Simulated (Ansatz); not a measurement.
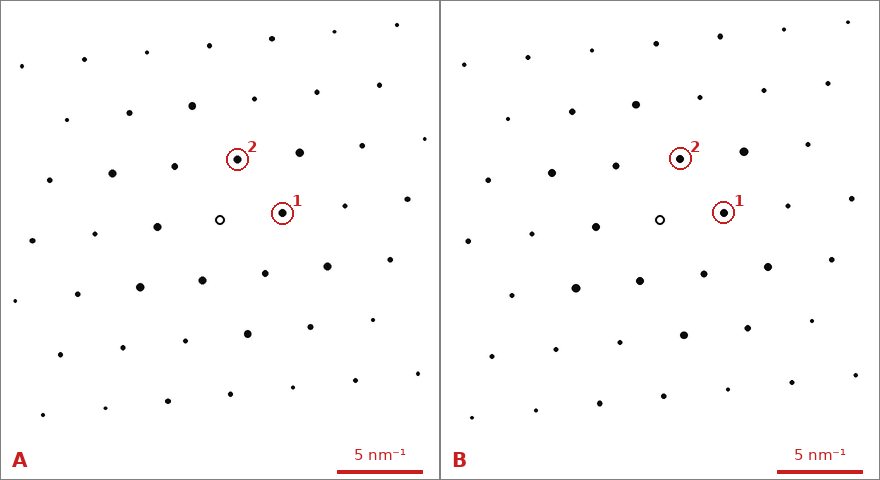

Kinematic electron diffraction patterns (300 kV, B = 0.5 Å², same scale) along [100] of the run's own cell, for the start and the end of one relaxation of SnO2 with Ansatz 0.2.0, DFT PBE, scalar-relativistic, plane waves, PAW. k mesh 6×6×8. The start is a known structure type, and the relaxation ends in the nearest stationary point of its symmetry, not necessarily the ground state. Spot 1 is 0 -1 -1 and spot 2 is 0 1 -1 in both.

Start structure:

```yaml
crystal:
  lattice:
    - [4.85076, 0.00000, 0.00000]
    - [0.00000, 4.85076, 0.00000]
    - [0.00000, 0.00000, 3.12392]
  atoms:
    - { symbol: Sn, position: [0.00000, 0.00000, 0.00000] }
    - { symbol: Sn, position: [0.50000, 0.50000, 0.50000] }
    - { symbol: O, position: [0.30496, 0.30496, 0.00000] }
    - { symbol: O, position: [0.80496, 0.19504, 0.50000] }
    - { symbol: O, position: [0.19504, 0.80496, 0.50000] }
    - { symbol: O, position: [0.69504, 0.69504, 0.00000] }
```

Question: Which pattern belongs to the start structure, and which to the relaxed one?

Answer: B is the start: its cell gives d(1) = 2.626 Å, d(2) = 2.626 Å and an angle of 65.6°. A is the relaxed structure, with d(1) = 2.689 Å (+2.4 %), d(2) = 2.689 Å (+2.4 %) and 67.7°.

Question: What did the relaxation do to the structure and the energy?

Answer: The volume changed by +2.7 % to 12.58 Å³ an atom; the fractional coordinates hardly changed; the space group stayed P4_2/mnm (No. 136); the free energy fell by 17 meV an atom. Relaxed cell: a = 4.828 Å, b = 4.828 Å, c = 3.238 Å, α = 90.00°, β = 90.00°, γ = 90.00°.
